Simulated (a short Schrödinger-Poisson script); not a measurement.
System: symmetric double-gate stack, Si3N4 on p-type Si(100), at 400 K.

| layer | material | thickness (nm) | Na (cm⁻³) |
|---|---|---|---|
| 1 | Si3N4 | 5.5 | - |
| 2 | Si | 6 | 1e15 |
| 3 | Si3N4 | 5.5 | - |

Constants are typed, rounded textbook-type inputs, not results; the design itself was drawn at random and stands for no fabricated device. Si3N4: permittivity 7.5, conduction-band edge (eV) 1.95, gap (eV) 5.1, electron mass (mₑ) 0.5. Si: permittivity 11.7, conduction-band edge (eV) 0, gap (eV) 1.124, Nv at 300 K (cm⁻³) 3.1e19.

Channel valleys (confinement mass, in-plane density-of-states mass, number): Δ2 0.916, 0.19, 2; Δ4 0.19, 0.417, 4. At the gates, both at one voltage, the conduction-band edge of layer 1 lies 2.01 eV − eVg above the Fermi level of the channel. Gaps are held at their typed values at every temperature. Mesh 0.03 nm at interfaces.

Solved with a short Schrödinger-Poisson script written for these runs: 1D Poisson equation in equilibrium, electrons quantum, Hartree (BenDaniel-Duke, 12 states a valley, the channel's in-plane mass for all, wave functions ending at the dielectric), parabolic valleys, classical holes, full ionisation, no traps, pinning or gate leakage.

Only gate voltages with over 1e8 electrons/cm² are shown.

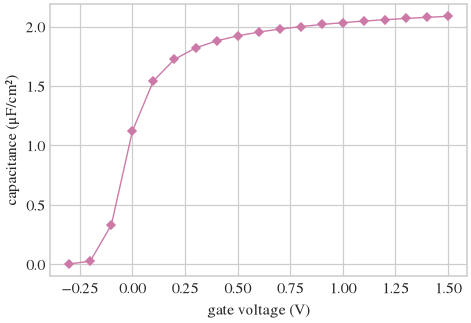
Figure: Quasi-static capacitance against gate voltage

```csv
Vg (V),electrons (cm⁻²),C (μF/cm²),Δ2 E0 (meV),Δ2 E1 (meV),Δ4 E0 (meV),Δ4 E1 (meV)
-0.3,3.08e8,< 0.003,371.5,405.7,415.0,579.9
-0.1,8.41e10,0.331,178.1,212.1,221.7,386.4
0.1,1.39e12,1.54,81.2,111.9,124.9,286.2
0.3,3.52e12,1.82,48.5,74.2,92.9,249.1
0.5,5.86e12,1.92,30.0,51.0,75.6,226.9
0.7,8.30e12,1.98,16.6,33.7,64.2,210.9
0.9,1.08e13,2.02,5.7,19.5,55.8,198.4
1.1,1.33e13,2.05,-3.8,7.3,49.3,188.1
1.3,1.59e13,2.07,-12.5,-3.5,43.9,179.3
1.5,1.85e13,2.09,-20.6,-13.3,39.4,171.7
```

Subbands count from the Fermi level. The capacitance is that of both gates.
